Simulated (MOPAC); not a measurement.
**Run report: BH₂SF, frequency calculation**

BH₂SF, computed with PM6-D3, closed shell, dispersion D3 (MOPAC 23.2.5).

The geometry was optimised with PM6-D3.

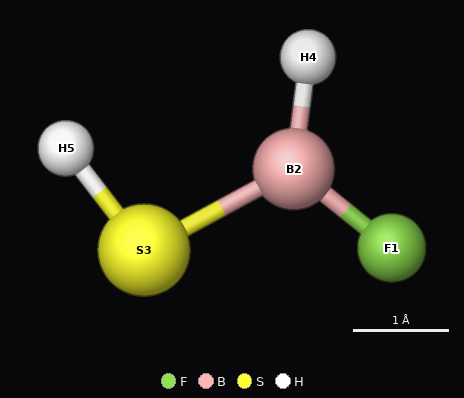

*The structure as given in the input (ball-and-stick view, seen on its broad side; atoms are numbered from 1 in the order of the input).*

**Input (calc.mop)**
```
PM6-D3 FORCE THERMO(200,600,200) AUX(PRECISION=6) T=10M THREADS=1
job BFH2S

F     -1.090223 +1    -0.886954 +1    -1.081919 +1
B     -0.431947 +1    -0.354055 +1    -0.058518 +1
S      0.947469 +1     0.682911 +1    -0.573689 +1
H     -0.757718 +1    -0.569371 +1     1.060848 +1
H      1.399807 +1     1.064623 +1     0.641539 +1
```

Run on 1 thread of Intel Xeon (Sapphire Rapids), 64 GiB of memory available, shared host.

Launch command:
```bash
mopac calc.mop
```

**The program's output**
```
MOPAC v23.2.5
PM6-D3 CALCULATION RESULTS

 *  PM6-D3     - CORRECT DISPERSION USING D3 METHOD
 *  FORCE      - FORCE CALCULATION SPECIFIED
 *  THREADS=1  - MULTI-THREADING NOT USED
 *  AUX        - OUTPUT AUXILIARY INFORMATION
 *  THERMO     - THERMODYNAMIC QUANTITIES TO BE CALCULATED
PM6-D3 FORCE THERMO(200,600,200) AUX(PRECISION=6) T=10M THREADS=1
 job BFH2S

   ATOM   CHEMICAL          X               Y               Z
  NUMBER   SYMBOL      (ANGSTROMS)     (ANGSTROMS)     (ANGSTROMS)

     1       F         -1.09022300  *  -0.88695400  *  -1.08191900  *
     2       B         -0.43194700  *  -0.35405500  *  -0.05851800  *
     3       S          0.94746900  *   0.68291100  *  -0.57368900  *
     4       H         -0.75771800  *  -0.56937100  *   1.06084800  *
     5       H          1.39980700  *   1.06462300  *   0.64153900  *

          CARTESIAN COORDINATES

    NO.       ATOM           X           Y           Z

     1         F         -1.0902     -0.8870     -1.0819
     2         B         -0.4319     -0.3541     -0.0585
     3         S          0.9475      0.6829     -0.5737
     4         H         -0.7577     -0.5694      1.0608
     5         H          1.3998      1.0646      0.6415

           Empirical Formula: H2 F B S  =     5 atoms

      MOLECULAR POINT GROUP   :   Cs

      RHF CALCULATION, NO. OF DOUBLY OCCUPIED LEVELS = 9

          HEAT OF FORMATION =     -95.532240 KCALS/MOLE

          CARTESIAN COORDINATE DERIVATIVES

   NUMBER  ATOM         X            Y            Z

     1       F      0.004693     0.001329    -0.004622
     2       B      0.011211     0.002633     0.017521
     3       S     -0.021182     0.022786    -0.006367
     4       H     -0.001385    -0.010148    -0.008205
     5       H      0.006664    -0.016600     0.001673

 DIPOLE           X         Y         Z       TOTAL
 POINT-CHG.     2.468    -1.899     0.000     3.114
 HYBRID        -0.491     0.836     0.000     0.970
 SUM            1.976    -1.064     0.000     2.244

          GRADIENT NORM =   0.04459

          MOLECULAR WEIGHT =   63.88

          ROTATIONAL CONSTANTS IN CM(-1)

          A =    1.63022696   B =    0.18792662   C =    0.16850229

           PRINCIPAL MOMENTS OF INERTIA IN UNITS OF 10**(-40)*GRAM-CM**2

          A =       17.1711   B =      148.9558   C =      166.1268

          ORIENTATION OF MOLECULE IN FORCE CALCULATION

    NO.       ATOM         X         Y         Z

     1          F      -1.3275   -0.8373    0.0000
     2          B       0.0009   -0.8373    0.0000
     3          S       0.7036    0.8209    0.0000
     4          H       0.6155   -1.8511   -0.0003
     5          H       2.0171    0.5018    0.0001

    FIRST DERIVATIVES WILL BE USED IN THE CALCULATION OF SECOND DERIVATIVES

          ESTIMATED TIME TO COMPLETE CALCULATION =        0.00 SECONDS

    FOR POINT-GROUP Cs   THERE ARE   2 UNIQUE SYMMETRY FUNCTIONS.

 STEP:   1 TIME =     0.00 SECS, INTEGRAL =      0.00 TIME LEFT:    600.00
 STEP:   2 TIME =     0.01 SECS, INTEGRAL =      0.01 TIME LEFT:    599.99
 STEP:   3 TIME =     0.00 SECS, INTEGRAL =      0.01 TIME LEFT:    599.99
 STEP:   4 TIME =     0.01 SECS, INTEGRAL =      0.02 TIME LEFT:    599.98
 STEP:   5 TIME =     0.00 SECS, INTEGRAL =      0.02 TIME LEFT:    599.98
 STEP:   6 TIME =     0.01 SECS, INTEGRAL =      0.02 TIME LEFT:    599.98
 STEP:   7 TIME =     0.00 SECS, INTEGRAL =      0.02 TIME LEFT:    599.98
 STEP:   8 TIME =     0.00 SECS, INTEGRAL =      0.02 TIME LEFT:    599.98
 STEP:   9 TIME =     0.01 SECS, INTEGRAL =      0.03 TIME LEFT:    599.97
 STEP:  10 TIME =     0.00 SECS, INTEGRAL =      0.03 TIME LEFT:    599.97
 STEP:  11 TIME =     0.01 SECS, INTEGRAL =      0.04 TIME LEFT:    599.96
 STEP:  12 TIME =     0.00 SECS, INTEGRAL =      0.04 TIME LEFT:    599.96
 STEP:  13 TIME =     0.00 SECS, INTEGRAL =      0.04 TIME LEFT:    599.96
 STEP:  14 TIME =     0.00 SECS, INTEGRAL =      0.04 TIME LEFT:    599.96
 STEP:  15 TIME =     0.01 SECS, INTEGRAL =      0.05 TIME LEFT:    599.95

(To convert to Hartree/Bohr^2, multiply by (10^(-21) x N x a0^2)/(4.184 x 627.51) =  0.0642)

           FORCE MATRIX IN MILLIDYNES/ANGSTROM

                  F  1       B  2       S  3       H  4       H  5
 ------------------------------------------------------------------
     F    1   6.806765
     B    2   6.060613  10.314591
     S    3   0.735859   2.803468   5.939668
     H    4   0.434878   4.199391   0.353850   4.539546
     H    5   0.088333   0.278124   4.118921   0.018585   4.167922

          HEAT OF FORMATION =     -95.532240 KCALS/MOLE

          ZERO POINT ENERGY      15.296 KCAL/MOL

           NORMAL COORDINATE ANALYSIS (Total motion = 1 Angstrom)

   Root No.       1         2         3         4         5         6         7         8

                 1 A'      1 A"      2 A'      2 A"      3 A'      4 A'      5 A'      6 A'

                 314.6     329.0     714.1     745.4     806.3     963.9    1270.1    2685.8

           1    0.1218    0.0000   -0.0432    0.0000    0.0010   -0.0487   -0.2109    0.0000
           2    0.1914   -0.0000   -0.0113   -0.0000   -0.0070    0.0254   -0.0015    0.0001
           3    0.0000    0.0375    0.0000    0.0309    0.0000    0.0000    0.0000   -0.0000
           4    0.1196   -0.0000   -0.0160   -0.0000    0.0091   -0.0102    0.3982    0.0000
           5   -0.1335    0.0000   -0.0818    0.0000    0.1856   -0.0951    0.0425   -0.0015
           6   -0.0000   -0.0588   -0.0000   -0.1691    0.0000   -0.0000   -0.0000    0.0000
           7   -0.1118   -0.0000    0.0293    0.0000   -0.0115    0.0087   -0.0076   -0.0289
           8   -0.0708    0.0000    0.0187   -0.0000   -0.0797    0.0052   -0.0016    0.0068
           9    0.0000   -0.0216    0.0000    0.0152   -0.0000   -0.0000    0.0000    0.0000
          10    0.0108   -0.0000   -0.1165    0.0000    0.1466    0.7401   -0.0200   -0.0096
          11   -0.1910    0.0000   -0.1395   -0.0000    0.2676    0.3672   -0.2369    0.0120
          12   -0.0000   -0.1362   -0.0000    0.7665   -0.0000   -0.0000    0.0000    0.0000
          13   -0.0332    0.0000    0.1687   -0.0000    0.1018    0.0104   -0.0354    0.9293
          14    0.2683   -0.0000    0.6334    0.0000    0.4089    0.0080   -0.1387   -0.2124
          15    0.0000    0.7460    0.0000   -0.0183    0.0000   -0.0000    0.0000   -0.0000

   Root No.       9

                 7 A'

                2870.6

           1   -0.0015
           2   -0.0008
           3   -0.0000
           4    0.0462
           5   -0.0697
           6    0.0000
           7    0.0006
           8   -0.0001
           9   -0.0000
          10   -0.4704
          11    0.7656
          12    0.0001
          13   -0.0156
          14   -0.0007
          15    0.0000

           MASS-WEIGHTED COORDINATE ANALYSIS (NORMAL COORDINATES)

   Root No.       1         2         3         4         5         6         7         8

                 1 A'      1 A"      2 A'      2 A"      3 A'      4 A'      5 A'      6 A'

                 314.6     329.0     714.1     745.4     806.3     963.9    1270.1    2685.8

           1    0.3757    0.0000   -0.2395    0.0000    0.0046   -0.2304   -0.5638    0.0000
           2    0.5903   -0.0000   -0.0625   -0.0000   -0.0331    0.1203   -0.0039    0.0004
           3    0.0000    0.2013    0.0000    0.1399    0.0000    0.0000    0.0000   -0.0000
           4    0.2782   -0.0000   -0.0668   -0.0000    0.0324   -0.0366    0.8030    0.0002
           5   -0.3106    0.0000   -0.3419    0.0000    0.6600   -0.3397    0.0857   -0.0051
           6   -0.0000   -0.2382   -0.0000   -0.5775    0.0000   -0.0000   -0.0000    0.0000
           7   -0.4479   -0.0000    0.2113    0.0000   -0.0702    0.0535   -0.0262   -0.1686
           8   -0.2838    0.0000    0.1348   -0.0000   -0.4880    0.0321   -0.0057    0.0394
           9    0.0000   -0.1504    0.0000    0.0894   -0.0000   -0.0000    0.0000    0.0000
          10    0.0077   -0.0000   -0.1488    0.0000    0.1592    0.8070   -0.0123   -0.0099
          11   -0.1357    0.0000   -0.1781   -0.0000    0.2906    0.4004   -0.1459    0.0124
          12   -0.0000   -0.1685   -0.0000    0.7991   -0.0000   -0.0000    0.0000    0.0000
          13   -0.0236    0.0000    0.2154   -0.0000    0.1106    0.0113   -0.0218    0.9600
          14    0.1906   -0.0000    0.8089    0.0000    0.4440    0.0087   -0.0854   -0.2194
          15    0.0000    0.9229    0.0000   -0.0191    0.0000   -0.0000    0.0000   -0.0000

   Root No.       9

                 7 A'

                2870.6

           1   -0.0068
           2   -0.0036
           3   -0.0000
           4    0.1610
           5   -0.2429
           6    0.0000
           7    0.0035
           8   -0.0006
           9   -0.0000
          10   -0.5006
          11    0.8149
          12    0.0001
          13   -0.0166
          14   -0.0007
          15    0.0000

          DESCRIPTION OF VIBRATIONS

 VIBRATION          1    1A'         ATOM PAIR     ENERGY CONTRIBUTION    RADIAL
 FREQUENCY           314.63         B 2 -- S 3         +40.0% (157.2%)     12.7%
 TRANSITION DIPOLE   0.4606         F 1 -- B 2         +31.2% (138.7%)      1.2%
 TRAVEL (Ang.)       0.1700         B 2 -- H 4         +20.2% (111.7%)     80.9%
 REDUCED MASS        7.4173         S 3 -- H 5          +8.6% ( 72.8%)     22.3%
 EFFECTIVE MASS     35.8993
 FORCE CONSTANT      0.4326

 VIBRATION          2    1A"         ATOM PAIR     ENERGY CONTRIBUTION    RADIAL
 FREQUENCY           328.98         S 3 -- H 5         +76.3% ( 88.3%)      0.0%
 TRANSITION DIPOLE   0.1948         F 1 -- B 2         +14.7% ( 38.7%)      0.0%
 TRAVEL (Ang.)       0.5017         B 2 -- S 3          +8.3% ( 29.2%)      0.0%
 REDUCED MASS        0.8144         B 2 -- H 4          +0.7% (  8.4%)      0.0%
 EFFECTIVE MASS      2.4807
 FORCE CONSTANT      0.0519

 VIBRATION          3    2A'         ATOM PAIR     ENERGY CONTRIBUTION    RADIAL
 FREQUENCY           714.06         S 3 -- H 5         +49.8% ( 84.9%)      5.3%
 TRANSITION DIPOLE   0.4480         B 2 -- S 3         +21.5% ( 55.8%)     98.4%
 TRAVEL (Ang.)       0.3324         F 1 -- B 2         +17.1% ( 49.7%)     27.6%
 REDUCED MASS        0.8549         B 2 -- H 4         +11.7% ( 41.2%)     99.3%
 EFFECTIVE MASS      5.7156
 FORCE CONSTANT      0.2568

 VIBRATION          4    2A"         ATOM PAIR     ENERGY CONTRIBUTION    RADIAL
 FREQUENCY           745.39         B 2 -- H 4         +79.1% ( 97.2%)      0.0%
 TRANSITION DIPOLE   0.4817         F 1 -- B 2         +10.9% ( 36.0%)      0.0%
 TRAVEL (Ang.)       0.2361         B 2 -- S 3         +10.0% ( 34.6%)      0.0%
 REDUCED MASS        1.6227
 EFFECTIVE MASS      3.5117
 FORCE CONSTANT      0.5312

 VIBRATION          5    3A'         ATOM PAIR     ENERGY CONTRIBUTION    RADIAL
 FREQUENCY           806.31         B 2 -- S 3         +42.0% ( 97.3%)     90.6%
 TRANSITION DIPOLE   1.4166         F 1 -- B 2         +28.2% ( 79.7%)      0.2%
 TRAVEL (Ang.)       0.1444         B 2 -- H 4         +17.0% ( 61.9%)     95.5%
 REDUCED MASS        4.0124         S 3 -- H 5         +12.8% ( 53.8%)      0.2%
 EFFECTIVE MASS     12.7402
 FORCE CONSTANT      1.5369

 VIBRATION          6    4A'         ATOM PAIR     ENERGY CONTRIBUTION    RADIAL
 FREQUENCY           963.90         B 2 -- H 4         +76.4% ( 94.5%)      3.0%
 TRANSITION DIPOLE   1.0115         F 1 -- B 2         +12.8% ( 38.6%)     15.1%
 TRAVEL (Ang.)       0.2790         B 2 -- S 3         +10.8% ( 35.4%)     97.4%
 REDUCED MASS        0.8984
 EFFECTIVE MASS      3.1499
 FORCE CONSTANT      0.4918

 VIBRATION          7    5A'         ATOM PAIR     ENERGY CONTRIBUTION    RADIAL
 FREQUENCY          1270.09         F 1 -- B 2         +51.1% (100.6%)     99.6%
 TRANSITION DIPOLE   4.4596         B 2 -- S 3         +25.1% ( 70.5%)     23.9%
 TRAVEL (Ang.)       0.0902         B 2 -- H 4         +23.6% ( 68.4%)      7.0%
 REDUCED MASS        6.5183         S 3 -- H 5          +0.1% (  5.1%)      8.4%
 EFFECTIVE MASS     13.1308
 FORCE CONSTANT      6.1952

 VIBRATION          8    6A'         ATOM PAIR     ENERGY CONTRIBUTION    RADIAL
 FREQUENCY          2685.80         S 3 -- H 5         +99.9% (100.0%)    100.0%
 TRANSITION DIPOLE   0.9060         B 2 -- S 3          +0.1% (  3.2%)      2.0%
 TRAVEL (Ang.)       0.1603
 REDUCED MASS        0.9766
 EFFECTIVE MASS      1.3108
 FORCE CONSTANT      4.1508

 VIBRATION          9    7A'         ATOM PAIR     ENERGY CONTRIBUTION    RADIAL
 FREQUENCY          2870.56         B 2 -- H 4         +97.5% (100.0%)    100.0%
 TRANSITION DIPOLE   0.0736         F 1 -- B 2          +1.2% ( 11.3%)     33.0%
 TRAVEL (Ang.)       0.1597         B 2 -- S 3          +1.2% ( 11.2%)     31.3%
 REDUCED MASS        0.9213
 EFFECTIVE MASS      1.4650
 FORCE CONSTANT      4.4729

      SYMMETRY NUMBER FOR POINT-GROUP Cs  =  1

          SYSTEM IS A GROUND STATE

 job BFH2S

          MOLECULE IS NOT LINEAR

          THERE ARE  9 GENUINE VIBRATIONS IN THIS SYSTEM
          THIS THERMODYNAMICS CALCULATION IS LIMITED TO
          MOLECULES WHICH HAVE NO INTERNAL ROTATIONS

                    CALCULATED THERMODYNAMIC PROPERTIES
                                          *
   TEMP. (K)   PARTITION FUNCTION   H.O.F.    ENTHALPY  HEAT CAPACITY ENTROPY
                                   KCAL/MOL   CAL/MOLE    CAL/K/MOL  CAL/K/MOL

 298.00  VIB.     0.1765D+01                   703.0221     6.0306     3.4878
         ROT.     0.2325D+05                   888.2803     2.9808    22.9606
         INT.     0.4104D+05                  1591.3024     9.0114    26.4484
         TRA.     0.4936D+27                  1480.4672     4.9680    38.3801
         TOT.                      -95.532    3071.7696    13.9794    64.8285

 200.00  VIB.     0.1250D+01                   233.9483     3.4870     1.6129
         ROT.     0.1279D+05                   596.1613     2.9808    21.7719
         INT.     0.1598D+05                   830.1096     6.4678    23.3848
         TRA.     0.2714D+27                   993.6021     4.9680    36.3989
         TOT.                      -96.780    1823.7117    11.4358    59.7837

 400.00  VIB.     0.2730D+01                  1431.3932     8.1469     5.5746
         ROT.     0.3616D+05                  1192.3226     2.9808    23.8380
         INT.     0.9874D+05                  2623.7157    11.1277    29.4126
         TRA.     0.7677D+27                  1987.2043     4.9680    39.8425
         TOT.                      -93.993    4610.9200    16.0957    69.2551

 600.00  VIB.     0.6926D+01                  3354.8984    10.8417     9.4374
         ROT.     0.6643D+05                  1788.4838     2.9808    25.0467
         INT.     0.4601D+06                  5143.3823    13.8225    34.4840
         TRA.     0.1410D+28                  2980.8064     4.9680    41.8569
         TOT.                      -90.480    8124.1887    18.7906    76.3409

   *: NOTE: HEATS OF FORMATION ARE RELATIVE TO THE
            ELEMENTS IN THEIR STANDARD STATE AT 298K
              (=  Standard Enthalpy of Formation).

            Hvib:  Zero-point energy is not included.
                   frequencies of less than zero cm-1 are not included.
            Hrot = (3/2)RT
            Htra = (3/2)RT + pV = (5/2)RT

            Heat capacity is Cp, not Cv

           FORCE CONSTANT IN CARTESIAN COORDINATES (Millidynes/A)

    ATOM   CHEMICAL       X               Y               Z
   NUMBER   SYMBOL  FORCE CONSTANT  FORCE CONSTANT  FORCE CONSTANT

      1       F        6.779889        0.566961        0.169834
      2       B        8.062286        6.099969        1.216695
      3       S        4.812139        3.480611        0.131490
      4       H        1.602820        3.402359        0.212660
      5       H        3.968559        0.489576        0.055630

 *                    *
 * JOB ENDED NORMALLY *
 *                    *

 TOTAL JOB TIME:             0.08 SECONDS

 == MOPAC DONE ==
```

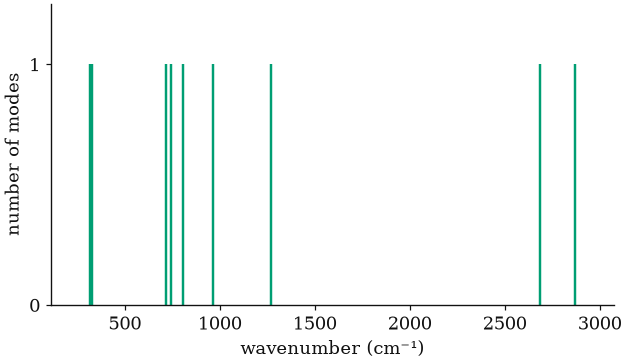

*Harmonic vibrational wavenumbers from the force constants; neighbouring modes closer than 12 cm⁻¹ are counted in one stick.*

9 modes from 315 to 2871 cm⁻¹, none imaginary.

**Results in brief**

| quantity | value |
| --- | --- |
| outcome | converged |
| heat of formation | −95.53 kcal/mol |
| basis functions | 19 |
| zero-point energy | 0.024376 hartree |
| wavenumbers, lowest and highest | 315 and 2871 cm⁻¹ |
| peak memory | 0.08 GiB |

**Remarks**

MOPAC's energies along a path are heats of formation.
